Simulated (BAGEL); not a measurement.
# HF/STO-3G (density fitting with qzvpp-jkfit) run of TiCl4 (titanium tetrachloride)

What is the energy change on altering one bond length of TiCl4 (titanium tetrachloride) at HF/STO-3G (density fitting with qzvpp-jkfit)? 

The calculation is run with BAGEL 1.2.2.

8 further runs of the same task are left out: 7 that didn't finish, 1 set aside as unsound or not needed.

### 1 The structure to begin with

TiCl4: 5 atoms, total charge 0, spin state singlet. As SMILES, `[Cl][Ti]([Cl])([Cl])[Cl]`. The coordinates come from a PBE0-D4/def2-TZVP relaxation.

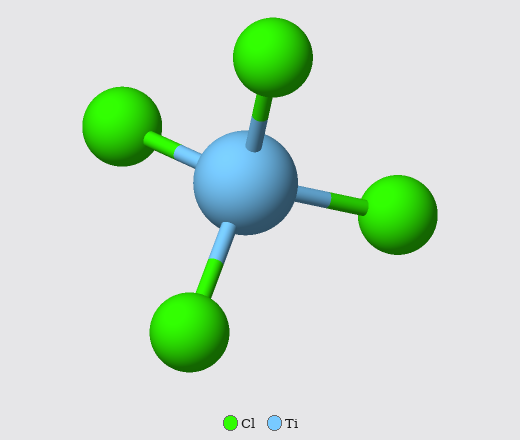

The structure, seen from a chosen angle (chlorine green, titanium blue).

### 2 A single-point energy at HF/STO-3G (density fitting with qzvpp-jkfit)

calc.json

```json
{ "bagel" : [

{
  "title" : "molecule",
  "basis" : "sto-3g",
  "df_basis" : "qzvpp-jkfit",
  "angstrom" : true,
  "geometry" : [
    { "atom" : "Cl", "xyz" : [   -1.024380,   -0.069130,    1.902540 ] },
    { "atom" : "Ti", "xyz" : [    0.000000,    0.000000,    0.000000 ] },
    { "atom" : "Cl", "xyz" : [    1.750310,   -1.266570,    0.077530 ] },
    { "atom" : "Cl", "xyz" : [   -1.326110,   -0.697940,   -1.558240 ] },
    { "atom" : "Cl", "xyz" : [    0.600180,    2.033630,   -0.421830 ] }
  ]
},
{
  "title" : "hf"
},
{
  "title" : "print",
  "file" : "orbitals.molden",
  "orbitals" : true
}

]}
```

Launch:

```console
$ BAGEL_NUM_THREADS=1 BAGEL calc.json > calc.out
```

Output:

```text
* using 1 threads per process

  ===============================================================
  ===============================================================

  *** Geometry ***

  { "atom" : "Cl", "xyz" : [     -1.935798,     -0.130637,      3.595280 ] },
  { "atom" : "Ti", "xyz" : [      0.000000,      0.000000,      0.000000 ] },
  { "atom" : "Cl", "xyz" : [      3.307607,     -2.393470,      0.146510 ] },
  { "atom" : "Cl", "xyz" : [     -2.505985,     -1.318915,     -2.944647 ] },
  { "atom" : "Cl", "xyz" : [      1.134176,      3.843004,     -0.797143 ] },

  Number of auxiliary basis functions:      776

  Since a DF basis is specified, we compute 2- and 3-index integrals:
    o Being stored without compression. Storage requirement is 0.018 GB

  Number of basis functions:       54
  Number of electrons      :       90

    * METHOD: MOLECULE                             0.56

  *** RHF ***

  === Nuclear Repulsion ===
   626.0973268588

      * DIIS with orbital gradients will be used.

  === RHF iteration (sto-3g) ===
      0      -2658.27665299          0.01495660           0.16
      1      -2658.37648063          0.01613459           0.16
      2      -2658.55716652          0.00050578           0.15
      3      -2658.55749292          0.00007630           0.15
      4      -2658.55750332          0.00001853           0.15
      5      -2658.55750411          0.00000210           0.16
      6      -2658.55750412          0.00000025           0.15
      7      -2658.55750412          0.00000004           0.16
      8      -2658.55750412          0.00000001           0.16
    * SCF iteration converged.

    * Permanent dipole moment:
           (    0.000001,    -0.000004,    -0.000003) a.u.

    * METHOD: HF                                   1.67

    * METHOD: PRINT                                0.01

  ===============================================================
```

It took 2.4 s on 1 thread of Arm Neoverse V1, shared host; peak memory 0.15 GiB.

### 3 The distorted shape, same level

input.json

```json
{ "bagel": [

{
  "title": "molecule",
  "basis": "sto-3g",
  "df_basis": "qzvpp-jkfit",
  "angstrom": "true",
  "geometry": [
    { "atom": "Cl", "xyz": [      -0.626526,       0.140263,       2.370036 ] },
    { "atom": "Ti", "xyz": [       0.397854,       0.209393,       0.467496 ] },
    { "atom": "Cl", "xyz": [       2.148164,      -1.057177,       0.545026 ] },
    { "atom": "Cl", "xyz": [      -1.326110,      -0.697940,      -1.558240 ] },
    { "atom": "Cl", "xyz": [       0.998034,       2.243023,       0.045666 ] }
  ]
},

{
  "title": "hf"
},

{
  "title": "print",
  "file": "orbitals.molden",
  "orbitals": "true"
}

]}
```

Launch:

```console
$ BAGEL_NUM_THREADS=1 BAGEL input.json > input.out
```

Output:

```text
* using 1 threads per process

  ===============================================================
  ===============================================================

  *** Geometry ***

  { "atom" : "Cl", "xyz" : [     -1.183963,      0.265059,      4.478719 ] },
  { "atom" : "Ti", "xyz" : [      0.751835,      0.395695,      0.883439 ] },
  { "atom" : "Cl", "xyz" : [      4.059442,     -1.997775,      1.029950 ] },
  { "atom" : "Cl", "xyz" : [     -2.505985,     -1.318915,     -2.944647 ] },
  { "atom" : "Cl", "xyz" : [      1.886011,      4.238699,      0.086296 ] },

  Number of auxiliary basis functions:      776

  Since a DF basis is specified, we compute 2- and 3-index integrals:
    o Being stored without compression. Storage requirement is 0.018 GB

  Number of basis functions:       54
  Number of electrons      :       90

    * METHOD: MOLECULE                             0.61

  *** RHF ***

  === Nuclear Repulsion ===
   587.5411879953

      * DIIS with orbital gradients will be used.

  === RHF iteration (sto-3g) ===
      0      -2658.11692184          0.01569741           0.18
      1      -2658.10620357          0.02338422           0.18
      2      -2658.45957878          0.00116827           0.17
      3      -2658.46171006          0.00028586           0.17
      4      -2658.46192885          0.00009162           0.18
      5      -2658.46195822          0.00001892           0.17
      6      -2658.46195925          0.00000343           0.18
      7      -2658.46195928          0.00000110           0.18
      8      -2658.46195928          0.00000025           0.17
      9      -2658.46195928          0.00000007           0.17
     10      -2658.46195928          0.00000002           0.17
     11      -2658.46195928          0.00000000           0.18
    * SCF iteration converged.

    * Permanent dipole moment:
           (   -0.753447,    -0.396548,    -0.885337) a.u.

    * METHOD: HF                                   2.40

    * METHOD: PRINT                                0.01

  ===============================================================
```

Wall time 3.3 s (1 thread of Arm Neoverse V1, shared host); peak memory 0.15 GiB.

### 4 Summary of results

Level: HF/STO-3G (density fitting with qzvpp-jkfit).

```
                                                           quantity           value
                                          first shape: total energy  -2658.55750 Eh
                                         first shape: dipole moment          0.00 D
                                           first shape: HOMO energy       -11.61 eV
                                           first shape: LUMO energy         4.23 eV
                                         first shape: HOMO–LUMO gap        15.83 eV
                                      distorted shape: total energy  -2658.46196 Eh
                                     distorted shape: dipole moment          3.12 D
                                       distorted shape: HOMO energy        -9.53 eV
                                       distorted shape: LUMO energy         3.06 eV
                                     distorted shape: HOMO–LUMO gap        12.59 eV
energy change with the Ti2–Cl4 bond stretched from 2.162 to 2.811 Å        2.600 eV
```

**Reading.** With the Ti2–Cl4 bond stretched from 2.162 to 2.811 Å the energy rises by 2.60 eV (60 kcal/mol). The first shape isn't relaxed at this level, so the change isn't measured from a minimum. The minimal basis adds a large error of its own.
